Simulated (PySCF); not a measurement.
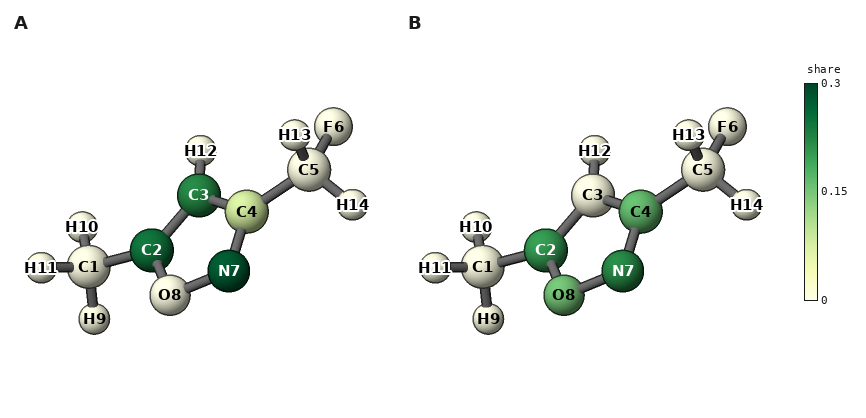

Each panel colours the atoms by their Löwdin share in one orbital (up to four of the largest shares; other atoms are shown as zero). Computed geometry: GFN2-xTB optimisation. No frequency run is at hand to confirm it as a minimum. Method: CAM-B3LYP/def2-SVPD (PySCF 2.14.0).

> The panels show the HOMO, LUMO, in some order. Which is which?

A: HOMO, −8.87 eV; N7 0.28, C2 0.24, C3 0.22, C4 0.08
B: LUMO, 0.62 eV; N7 0.22, C2 0.20, C4 0.16, O8 0.15
